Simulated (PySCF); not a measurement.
Coordinates of C₇H₉NO, SMILES NC(=O)C1=CCCC=C1 (Å):

```xyz
18

N      2.8304    -0.6753    -0.5186
C      2.1571     0.4000    -0.0315
O      2.7385     1.3687     0.4130
C      0.6738     0.2946    -0.0842
C     -0.0628     1.0322     0.7574
C     -1.5561     0.9762     0.7380
C     -2.0450    -0.4074     0.3063
C     -1.2742    -0.8971    -0.8838
C      0.0079    -0.5798    -1.0440
H      3.8339    -0.6751    -0.4437
H      2.3653    -1.5339    -0.7510
H      0.4241     1.7151     1.4373
H     -1.9128     1.7348     0.0298
H     -1.9621     1.2307     1.7179
H     -1.9010    -1.1194     1.1286
H     -3.1127    -0.3777     0.0852
H     -1.7826    -1.5502    -1.5775
H      0.5696    -0.9300    -1.8976
```

Vertical TDDFT excitations, PBE0/def2-SVPD with PySCF 2.14.0, at a GFN2-xTB geometry (no frequency check), gas phase.

Question: What does its absorption spectrum look like?

Answer: The lowest singlet lies at 4.44 eV (279 nm, f = 0.041); the brightest of the first 6 is S4 at 5.73 eV (216 nm), f = 0.077, mainly HOMO → LUMO+1 (80 %). No singlet lies below 3.1 eV (beyond 400 nm), so at this level no vertical transition falls in the visible.


| state | E (eV) | λ (nm) | f | main character |
| --- | --- | --- | --- | --- |
| S1 | 4.44 | 279 | 0.041 | HOMO → LUMO (79 %) |
| S2 | 4.61 | 269 | 0.024 | HOMO−1 → LUMO (74 %) |
| S3 | 5.55 | 223 | 0.021 | HOMO−2 → LUMO (96 %) |
| S4 | 5.73 | 216 | 0.077 | HOMO → LUMO+1 (80 %) |
| S5 | 6.03 | 206 | 0.006 | HOMO → LUMO+2 (48 %) |
| S6 | 6.15 | 202 | 0.025 | HOMO → LUMO+2 (46 %) |

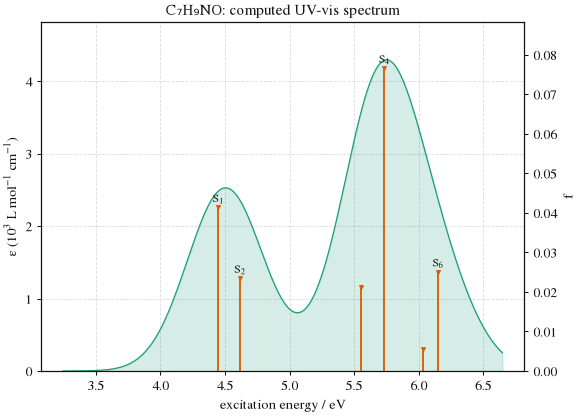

Only the first 6 singlet excitations are included; each is broadened by a Gaussian of 1/e half-width 0.40 eV. Sticks give oscillator strengths (right axis).

Note: the tight-binding geometry is rougher than a DFT one and adds to the error; one conformer of a flexible molecule; core orbitals are frozen in the response.
